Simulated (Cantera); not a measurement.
Input: 1 mol Si₂Cl₆, 2.7 mol N₂, 13 mol H₂, at 10.0 mbar.

Cantera equilibrium calculation (NASA polynomials, part measured and part estimated; ideal gas, pure solids and liquids). Candidate condensed phases: NH₄Cl, Si, Si₃N₄; 28 gas species. The feed counts by its element totals alone. N₂ is the only nitrogen source here; it is nearly inert below about 1500 K, so the nitride shown seldom forms there in practice. The tables' values for SiCl, SiCl₃, SiN are old estimates; treat these amounts as uncertain. Gases not in the tables: Si₂H₆ and higher silanes. Equilibrium is a limit: real reactors are often held back by kinetics, nucleation or transport.

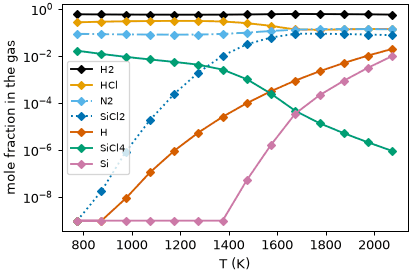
Figure: Equilibrium gas composition (values under 1e-9 drawn at 1e-9)

From 775 K to 1675 K the condensed part is Si₃N₄(s). From 1775 K to 2075 K the condensed part is Si(l). The main Si-bearing gas is SiCl₄ at 775 K and SiCl₂ at 2075 K. The share of Si in condensed phases is highest at 1175 K (94.2 %) and lowest at 2075 K (9.2 %).
